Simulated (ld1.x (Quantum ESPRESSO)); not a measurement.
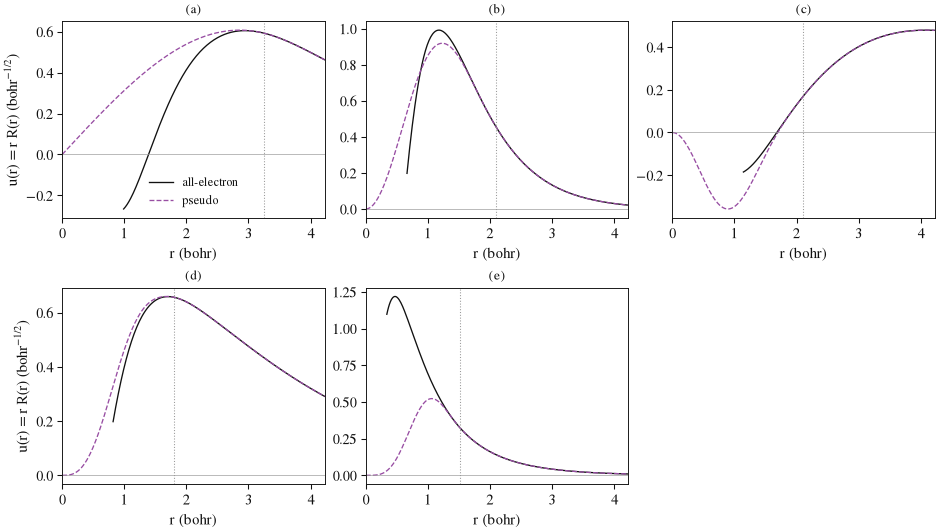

Partial waves u(r) = r R(r), all-electron (solid) and pseudo (dashed). Dotted lines mark the matching radii. The all-electron curves start outside the innermost oscillations, which aren't drawn.

ld1.x (Quantum ESPRESSO) 7.5, PBE, scalar-relativistic. The levels are (a) -5.01 eV, (b) -34.86 eV, (c) -1.39 eV, (d) -2.80 eV, (e) -16.78 eV.

Which element and which shells are these?

Lutetium (Lu), core [Kr] 4d10 5s2, valence 4f13 5p6 5d2 6s2 6p0 (neutral): (a) 6s, (b) 5p, (c) 6p, (d) 5d, (e) 4f.

Are the pseudo-waves norm-conserving?

No. It is a PAW set: the norm inside the radius is free, and the augmentation charge carries the difference.

The potential isn't sound: its ghost test gives ghost state below the valence levels: s at -939.5 eV (p not tested); its overlap operator has a negative eigenvalue, -0.071.
